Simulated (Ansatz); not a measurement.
**C2H8GeO2: shape, modes and thermochemistry**

What shape does C2H8GeO2 take? The plan is to relax it, check the end point by its vibrations and derive ideal-gas thermochemistry, and look at its orbitals and charge.

Computed with Ansatz 0.2.0, Gaussian basis. Level: RKS PBE0-D4/def2-TZVP.

Levels to be run: relaxation at PBE-D4/def2-SVP; relaxation at PBE0-D4/def2-TZVP; harmonic vibrations at the same level; a single point in def2-TZVPP for the fields.

### 1 Starting geometry

13 atoms, charge 0, spin multiplicity 1.

Atoms are counted from 1 here; the program's logs count them from 0.

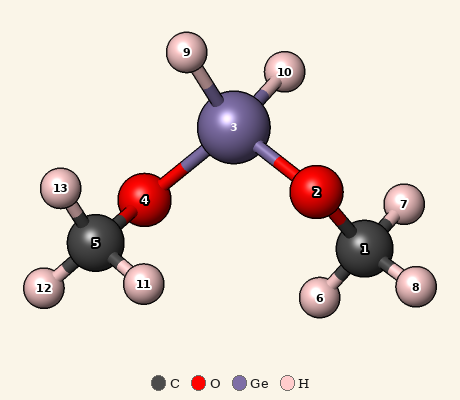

Start geometry, drawn with carbon dark grey, oxygen red, germanium purple, hydrogen pink; atoms are numbered from 1 in the order of the file.

The start is a force-field geometry with small random shifts, so a cheaper pass at PBE-D4/def2-SVP comes first.

### 2 Relaxation at PBE-D4/def2-SVP (cheap first pass)

Input file in.yaml:

```yaml
crystal:
  periodic: [false, false, false]
  atoms:
    - {symbol: C, position_ang: [-1.416300, -0.444600, 1.351200]}
    - {symbol: O, position_ang: [-1.160600, 0.731200, 0.570300]}
    - {symbol: Ge, position_ang: [0.604800, 0.856000, 0.453400]}
    - {symbol: O, position_ang: [1.371100, -0.528500, -0.468300]}
    - {symbol: C, position_ang: [0.846100, -0.427400, -1.805600]}
    - {symbol: H, position_ang: [-1.090100, -1.312400, 0.853100]}
    - {symbol: H, position_ang: [-1.038500, -0.303400, 2.377600]}
    - {symbol: H, position_ang: [-2.529600, -0.468400, 1.408000]}
    - {symbol: H, position_ang: [1.027300, 2.200600, -0.189600]}
    - {symbol: H, position_ang: [1.250000, 0.854700, 1.916100]}
    - {symbol: H, position_ang: [-0.276300, -0.472200, -1.818300]}
    - {symbol: H, position_ang: [1.264200, -1.263300, -2.358800]}
    - {symbol: H, position_ang: [1.168500, 0.543000, -2.274300]}
basis:
  gaussian: {orbitals: def2-SVP}
hamiltonian: {xc: pbe, dispersion: d4}
relax: {f_tol: 0.03, max_steps: 200}
```

Started as:

```
$ ansatz run in.yaml --threads 4 --pin off --events-out ev --progress --plain --max-ram 11315MiB
```

Output (excerpt; [...] marks lines left out):

```text
Functional definition: PBE
  name "PBE"
  cite "Perdew, Burke & Ernzerhof, Phys. Rev. Lett. 77, 3865 (1996) doi:10.1103/PhysRevLett.77.3865"
  parent pbe
[...]
1417 factors; their error is unknown
[...]
mean field -62788.60818784 eV, -2307.4387912560 hartree, gradient 2.8e-5 eV, S^2 0.000000; 0 other end points of the search recorded, 0 dependent functions left out
[...]
reference -62788.60822586 eV, -2307.4387926533 hartree; 34, 34 occupied and 94, 94 virtual orbitals, 1417 factors
relax step   1: F+E_penalty+E_count = -62788.85880956 eV  Δ(F+E_penalty+E_count) = +0.000e0 eV  max|allowed force component| = 2.312e0 eV/Å  Δτ_max = 0.0000 Å  (29 SCF iters, accepted)
[...]
relax step   7: F+E_penalty+E_count = -62789.30890473 eV  Δ(F+E_penalty+E_count) = -5.960e-4 eV  max|allowed force component| = 3.861e-2 eV/Å  Δτ_max = 0.0699 Å  (29 SCF iters, accepted)
[...]
relax step   8: F+E_penalty+E_count = -62789.30906569 eV  Δ(F+E_penalty+E_count) = -1.610e-4 eV  max|allowed force component| = 1.777e-2 eV/Å  Δτ_max = 0.0123 Å  (31 SCF iters, accepted)
1417 factors; their error is unknown
mean field -62789.06747848 eV, -2307.4556698757 hartree, gradient 1.1e-5 eV, S^2 0.000000; 1 other end points of the search recorded, 0 dependent functions left out
[...]
reference -62789.06751698 eV, -2307.4556712906 hartree; 34, 34 occupied and 94, 94 virtual orbitals, 1417 factors
Total energy: -62789.30910419 eV, -2307.4645494567 hartree
Atom 0 at    -1.533754    -0.402704     1.394683 Å, force     0.002335    -0.003212     0.007985 eV/Å
Atom 1 at    -1.055552     0.758595     0.738083 Å, force     0.000997    -0.005176    -0.004369 eV/Å
Atom 2 at     0.718936     0.962659     0.525167 Å, force     0.000190    -0.003633     0.017771 eV/Å
Atom 3 at     1.359571    -0.358466    -0.513723 Å, force    -0.005977     0.003863    -0.003369 eV/Å
Atom 4 at     0.906803    -0.450225    -1.853351 Å, force    -0.000531     0.005883    -0.009552 eV/Å
Atom 5 at    -1.283755    -1.340182     0.845041 Å, force    -0.002585     0.009950     0.003565 eV/Å
Atom 6 at    -1.135671    -0.505319     2.433453 Å, force    -0.003360     0.002104    -0.013656 eV/Å
Atom 7 at    -2.639730    -0.331740     1.464026 Å, force     0.004789    -0.000349     0.001330 eV/Å
Atom 8 at     0.843673     2.339047    -0.172873 Å, force    -0.002093    -0.002736    -0.004098 eV/Å
Atom 9 at     1.469348     0.761480     1.864418 Å, force     0.001372     0.001584     0.001336 eV/Å
Atom 10 at    -0.188584    -0.646789    -1.923375 Å, force     0.009734    -0.000880     0.000033 eV/Å
Atom 11 at     1.437792    -1.294017    -2.342191 Å, force    -0.002113     0.003870    -0.001645 eV/Å
Atom 12 at     1.121524     0.472961    -2.444559 Å, force    -0.002759    -0.011266     0.004669 eV/Å
Dipole moment:    -0.017000    -0.022717    -0.014459 e Å
```

Wall time 22 s (4 threads of Arm Neoverse N1, shared host).

Along the way:

```
step  energy from step 1 (eV)  largest force component (eV/Å)
   1                   0.0000                          2.3119
   2                  -0.3551                          1.1559
   3                  -0.4177                          0.5326
   4                  -0.4462                          0.0703
   5                  -0.4488                          0.0312
   6                  -0.4495                          0.0189
   7                  -0.4501                          0.0386
   8                  -0.4503                          0.0178
```

The force was under the threshold of 0.03 eV/Å already at step 6, but the program went on to step 8.

Distances of close pairs at the start and the end, largest changes first:

```
   bond  before (Å)  after (Å)  change (Å)
  C1–H6       1.052      1.115      +0.063
Ge3–H10       1.599      1.548      -0.050
 Ge3–O4       1.831      1.799      -0.033
 O2–Ge3       1.774      1.799      +0.025
 C5–H12       1.086      1.110      +0.024
  O4–C5       1.440      1.417      -0.023
  C1–O2       1.434      1.417      -0.017
  C1–H7       1.103      1.117      +0.014
```

### 3 Optimising with PBE0-D4/def2-TZVP

Input file in.yaml:

```yaml
crystal:
  periodic: [false, false, false]
  atoms:
    - {symbol: C, position_ang: [-1.533754, -0.402704, 1.394683]}
    - {symbol: O, position_ang: [-1.055552, 0.758595, 0.738083]}
    - {symbol: Ge, position_ang: [0.718936, 0.962659, 0.525167]}
    - {symbol: O, position_ang: [1.359571, -0.358466, -0.513723]}
    - {symbol: C, position_ang: [0.906803, -0.450225, -1.853351]}
    - {symbol: H, position_ang: [-1.283755, -1.340182, 0.845041]}
    - {symbol: H, position_ang: [-1.135671, -0.505319, 2.433453]}
    - {symbol: H, position_ang: [-2.639730, -0.331740, 1.464026]}
    - {symbol: H, position_ang: [0.843673, 2.339047, -0.172873]}
    - {symbol: H, position_ang: [1.469348, 0.761480, 1.864418]}
    - {symbol: H, position_ang: [-0.188584, -0.646789, -1.923375]}
    - {symbol: H, position_ang: [1.437792, -1.294017, -2.342191]}
    - {symbol: H, position_ang: [1.121524, 0.472961, -2.444559]}
basis:
  gaussian: {orbitals: def2-TZVP}
hamiltonian: {xc: pbe0, dispersion: d4}
relax: {f_tol: 0.005, max_steps: 150}
```

Same command.

Output (excerpt; [...] marks lines left out):

```text
Functional definition: PBE0
  name "PBE0"
  cite "Adamo & Barone, J. Chem. Phys. 110, 6158 (1999) doi:10.1063/1.478522"
  cite "Perdew, Burke & Ernzerhof, Phys. Rev. Lett. 77, 3865 (1996) doi:10.1103/PhysRevLett.77.3865"
  parent pbe
[...]
1415 factors; their error is unknown
[...]
mean field -62805.46833205 eV, -2308.0583901275 hartree, gradient 4.9e-5 eV, S^2 0.000000; 0 other end points of the search recorded, 0 dependent functions left out
[...]
reference -62805.46836739 eV, -2308.0583914262 hartree; 34, 34 occupied and 186, 186 virtual orbitals, 1415 factors
relax step   1: F+E_penalty+E_count = -62805.67332176 eV  Δ(F+E_penalty+E_count) = +0.000e0 eV  max|allowed force component| = 5.770e-1 eV/Å  Δτ_max = 0.0000 Å  (27 SCF iters, accepted)
[...]
Atom 3 at     1.337075    -0.357015    -0.503841 Å, force    -0.000349     0.000251     0.001018 eV/Å
Atom 4 at     0.889422    -0.444303    -1.837512 Å, force    -0.000660    -0.000251    -0.003388 eV/Å
Atom 5 at    -1.263633    -1.324119     0.834527 Å, force    -0.000419     0.001075     0.000285 eV/Å
Atom 6 at    -1.115619    -0.492978     2.398386 Å, force    -0.000269     0.000132    -0.001060 eV/Å
Atom 7 at    -2.603184    -0.333433     1.446440 Å, force     0.000842     0.000728    -0.000126 eV/Å
Atom 8 at     0.854977     2.306049    -0.178897 Å, force    -0.000859    -0.000340     0.000110 eV/Å
Atom 9 at     1.437171     0.765187     1.856025 Å, force     0.000063    -0.000604    -0.000447 eV/Å
Atom 10 at    -0.188381    -0.636067    -1.897381 Å, force     0.001146    -0.000140     0.000263 eV/Å
Atom 11 at     1.413982    -1.274387    -2.316030 Å, force     0.000165     0.000680     0.000817 eV/Å
Atom 12 at     1.106655     0.469753    -2.405719 Å, force    -0.000270    -0.000812     0.000591 eV/Å
Dipole moment:    -0.006819    -0.009247    -0.005130 e Å
```

It took 43 s on 4 threads of Arm Neoverse N1, shared host; peak memory 0.66 GiB.

The steps of the relaxation:

```
step  energy from step 1 (eV)  largest force component (eV/Å)
   1                   0.0000                          0.5770
   2                  -0.0544                          0.2766
   3                  -0.0609                          0.0209
   4                  -0.0610                          0.0076
   5                  -0.0610                          0.0034
```

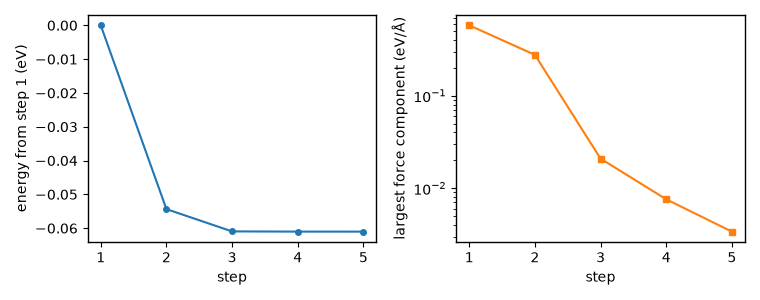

Energy and largest force along the relaxation.

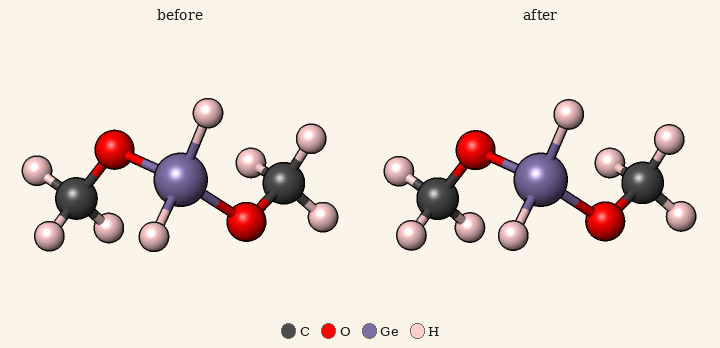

The geometry before (left) and after (right).

Distances of close pairs at the start and the end, largest changes first:

```
  bond  before (Å)  after (Å)  change (Å)
O2–Ge3       1.799      1.773      -0.026
Ge3–O4       1.799      1.773      -0.026
 C1–H7       1.117      1.098      -0.019
C5–H13       1.117      1.098      -0.019
 C1–H6       1.115      1.096      -0.019
C5–H11       1.115      1.096      -0.019
 C1–H8       1.110      1.092      -0.018
C5–H12       1.110      1.092      -0.018
```

Mulliken charges of the relaxed molecule (report file):

C1 -0.21; O2 -0.40; Ge3 0.48; O4 -0.40; C5 -0.21; H6 0.12; H7 0.11; H8 0.13; H9 0.01; H10 0.01; H11 0.12; H12 0.13; H13 0.11

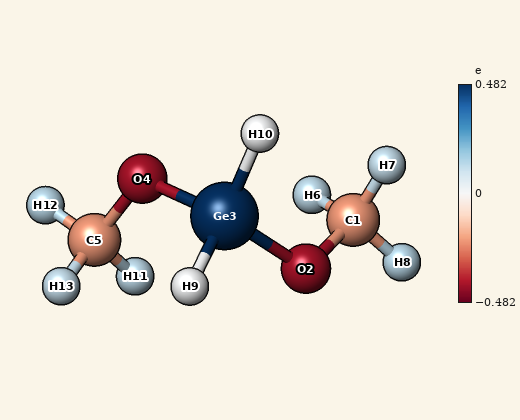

Mulliken charges of the relaxed molecule (report file), as colours on the atoms.

### 4 Vibrations by finite differences

Input file in.yaml:

```yaml
crystal:
  periodic: [false, false, false]
  atoms:
    - {symbol: C, position_ang: [-1.515376, -0.406660, 1.379417]}
    - {symbol: O, position_ang: [-1.040954, 0.745742, 0.720919]}
    - {symbol: Ge, position_ang: [0.708465, 0.947531, 0.518465]}
    - {symbol: O, position_ang: [1.337075, -0.357015, -0.503841]}
    - {symbol: C, position_ang: [0.889422, -0.444303, -1.837512]}
    - {symbol: H, position_ang: [-1.263633, -1.324119, 0.834527]}
    - {symbol: H, position_ang: [-1.115619, -0.492978, 2.398386]}
    - {symbol: H, position_ang: [-2.603184, -0.333433, 1.446440]}
    - {symbol: H, position_ang: [0.854977, 2.306049, -0.178897]}
    - {symbol: H, position_ang: [1.437171, 0.765187, 1.856025]}
    - {symbol: H, position_ang: [-0.188381, -0.636067, -1.897381]}
    - {symbol: H, position_ang: [1.413982, -1.274387, -2.316030]}
    - {symbol: H, position_ang: [1.106655, 0.469753, -2.405719]}
basis:
  gaussian: {orbitals: def2-TZVP}
hamiltonian: {xc: pbe0, dispersion: d4}
phonons: {temperatures: {t_min: 298.15, t_max: 900, t_step: 200}}
```

The command is unchanged.

Output (excerpt; [...] marks lines left out):

```text
Functional definition: PBE0
  name "PBE0"
  cite "Adamo & Barone, J. Chem. Phys. 110, 6158 (1999) doi:10.1063/1.478522"
  cite "Perdew, Burke & Ernzerhof, Phys. Rev. Lett. 77, 3865 (1996) doi:10.1103/PhysRevLett.77.3865"
  parent pbe
[...]
1415 factors; their error is unknown
[...]
mean field -62805.52704844 eV, -2308.0605479149 hartree, gradient 2.9e-5 eV, S^2 0.000000; 0 other end points of the search recorded, 0 dependent functions left out
[...]
reference -62805.52708321 eV, -2308.0605491927 hartree; 34, 34 occupied and 186, 186 virtual orbitals, 1415 factors
[...]
1415 factors; their error is unknown
mean field -62805.52684744 eV, -2308.0605405284 hartree, gradient 1.5e-6 eV, S^2 0.000000; 0 other end points of the search recorded, 0 dependent functions left out
[...]
reference -62805.52688222 eV, -2308.0605418065 hartree; 34, 34 occupied and 186, 186 virtual orbitals, 1415 factors
[...]
Atom 6 at    -1.115619    -0.492978     2.398386 Å, force    -0.000268     0.000131    -0.001065 eV/Å
Atom 7 at    -2.603184    -0.333433     1.446440 Å, force     0.000828     0.000726    -0.000123 eV/Å
Atom 8 at     0.854977     2.306049    -0.178897 Å, force    -0.000857    -0.000341     0.000104 eV/Å
Atom 9 at     1.437171     0.765187     1.856025 Å, force     0.000056    -0.000603    -0.000451 eV/Å
Atom 10 at    -0.188381    -0.636067    -1.897381 Å, force     0.001159    -0.000136     0.000249 eV/Å
Atom 11 at     1.413982    -1.274387    -2.316030 Å, force     0.000166     0.000687     0.000815 eV/Å
Atom 12 at     1.106655     0.469753    -2.405719 Å, force    -0.000267    -0.000813     0.000594 eV/Å
Dipole moment:    -0.006819    -0.009246    -0.005129 e Å
Vibrations: 54.67 89.02 89.77 112.54 186.36 228.62 305.56 571.22 634.91 658.75 687.37 786.76 836.78 1117.69 1126.89 1179.18 1179.26 1200.80 1201.64 1475.52 1476.15 1491.21 1493.31 1496.68 1499.64 2171.55 2183.64 3000.95 3001.54 3060.21 3061.09 3108.16 3108.41 cm⁻¹, zero-point energy 2.719958 eV
```

Run time: 7.5 min. Hardware: 4 threads of Arm Neoverse N1, shared host; peak memory 0.76 GiB.

Motions are named by where the mode's potential energy lies. Wavenumbers, unscaled:

```
mode  cm⁻¹             motion
   1    55            torsion
   2    89            torsion
   3    90            torsion
   4   113            torsion
   5   186               bend
   6   229               bend
   7   306               bend
   8   571  bend with torsion
   9   635       Ge–O stretch
  10   659       Ge–O stretch
  11   687               bend
  12   787  bend with torsion
  13   837  bend with torsion
  14  1118        C–O stretch
  15  1127        C–O stretch
  16  1179               bend
  17  1179               bend
  18  1201               bend
  19  1202               bend
  20  1476               bend
  21  1476               bend
  22  1491               bend
  23  1493               bend
  24  1497               bend
  25  1500               bend
  26  2172       Ge–H stretch
  27  2184       Ge–H stretch
  28  3001        C–H stretch
  29  3002        C–H stretch
  30  3060        C–H stretch
  31  3061        C–H stretch
  32  3108        C–H stretch
  33  3108        C–H stretch
```

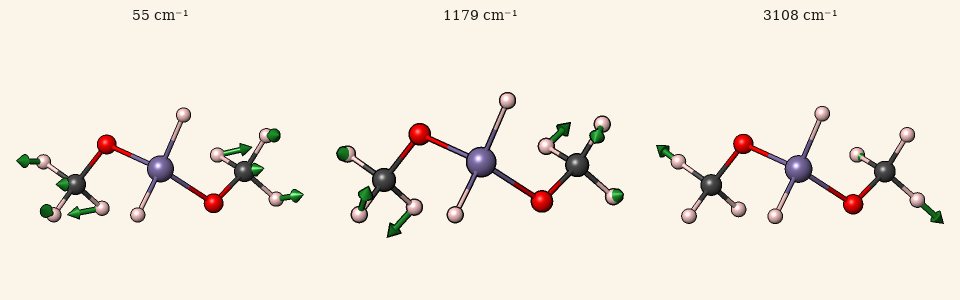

How the atoms move in 3 of the modes.

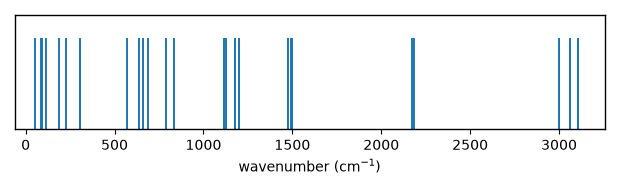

The harmonic wavenumbers as sticks (no intensities were computed).

From these modes and the moments of inertia (298.15 K, 1 bar, symmetry number 2):

```
                term            value
   zero-point energy    62.7 kcal/mol
          H(298) − E    68.5 kcal/mol
entropy, translation  170.2 J/(mol K)
   entropy, rotation  107.7 J/(mol K)
  entropy, vibration   96.6 J/(mol K)
      entropy, total  374.5 J/(mol K)
```

### 5 Fields at the relaxed geometry

Edit in.yaml of step 4 so:

```diff
@@ -17,4 +17,4 @@
 basis:
-  gaussian: {orbitals: def2-TZVP}
+  gaussian: {orbitals: def2-TZVPP}
 hamiltonian: {xc: pbe0, dispersion: d4}
-phonons: {temperatures: {t_min: 298.15, t_max: 900, t_step: 200}}
+output: {orbitals: {seedname: orbitals}}
```

Launched as before.

Output:

```text
Functional definition: PBE0
  name "PBE0"
  cite "Adamo & Barone, J. Chem. Phys. 110, 6158 (1999) doi:10.1063/1.478522"
  cite "Perdew, Burke & Ernzerhof, Phys. Rev. Lett. 77, 3865 (1996) doi:10.1103/PhysRevLett.77.3865"
  parent pbe
  parameter a = 0.25
  parameter kappa = 0.804
  parameter beta = 0.06672455060314922
  exchange = (1 - a)*pbe_x(kappa = kappa, mu = beta*pi^2/3) + a*exact_x
  correlation = pbe_c(beta = beta)
1535 factors; their error is unknown
mean field evaluation 1: about -62795.9525 eV, gradient 7.1e1 eV
mean field evaluation 2: about -62781.4020 eV, gradient 1.1e2 eV
mean field evaluation 4: about -62805.2819 eV, gradient 5.0e0 eV
mean field evaluation 8: about -62805.3287 eV, gradient 6.1e-2 eV
mean field evaluation 16: about -62805.5952 eV, gradient 1.6e-5 eV
mean field -62805.59515747 eV, -2308.0630508755 hartree, gradient 1.6e-5 eV, S^2 0.000000; 0 other end points of the search recorded, 0 dependent functions left out
reference -62805.59519312 eV, -2308.0630521859 hartree; 34, 34 occupied and 250, 250 virtual orbitals, 1535 factors
Total energy: -62805.80248245 eV, -2308.0706699281 hartree
```

It took 7.5 s on 4 threads of Arm Neoverse N1, shared host; peak memory 0.84 GiB.

The fields below are evaluated on a grid from the run's orbitals.

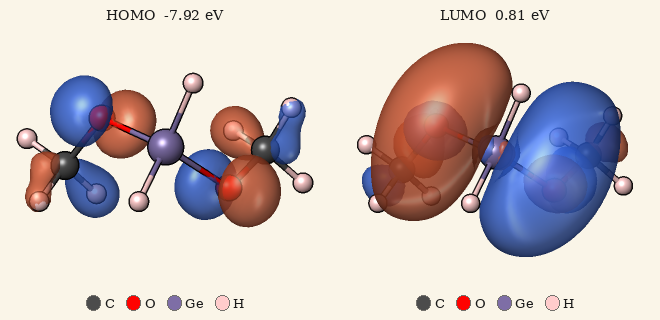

PBE0-D4/def2-TZVPP orbitals near the gap, drawn at the value that encloses 70 % of each; the two colours are the two signs.

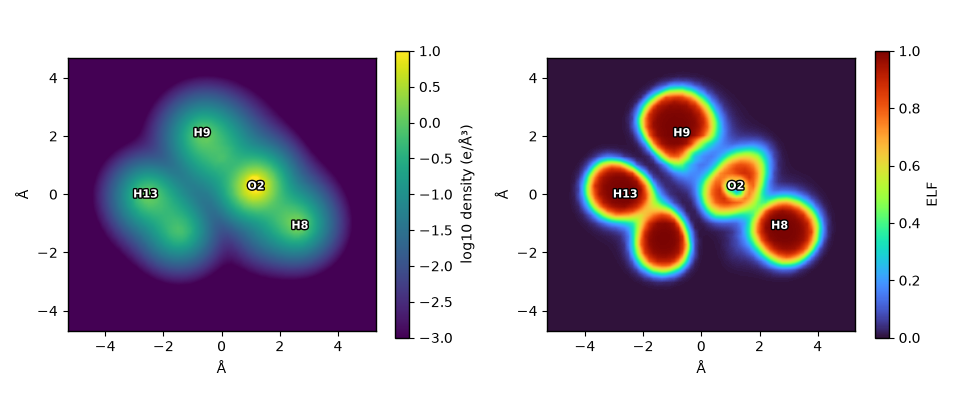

Density (left) and ELF (right) in a plane through or near 4 of the atoms.

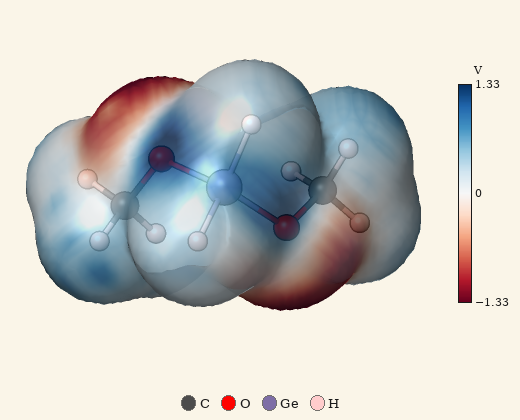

The potential that a unit positive charge feels on the 0.002 e/bohr³ surface, from -1.33 V near O4 to 1.22 V near H10.

### 6 Results

```
                  quantity            value
               point group               C2
                     steps            8 + 5
shift from the start (rms)          0.172 Å
              total energy   -62805.7344 eV
           dispersion term         -207 meV
             dipole moment           0.06 D
lowest, highest wavenumber    55, 3108 cm⁻¹
         zero-point energy    62.7 kcal/mol
       entropy at 298.15 K  374.5 J/(mol K)
                HOMO, LUMO   -7.92, 0.81 eV
```

**Reading.** The relaxed geometry lies 0.17 Å (rms) from the start; the bond that changed most is Ge3–H10, from 1.599 to 1.534 Å. All wavenumbers are real, so the end point is a minimum. The stiffest mode, 3108 cm⁻¹, is a C–H stretch, and 5 modes under 200 cm⁻¹ make the vibrational entropy uncertain. Harmonic hybrid wavenumbers usually lie a few per cent above measured fundamentals. The largest Mulliken charge, +0.48 e, sits on Ge3. The HOMO lies mostly on O2, O4 about 36 % each; H6, H11 about 7 % each and the LUMO on H9, H10 about 21 % each; Ge3 19 %.
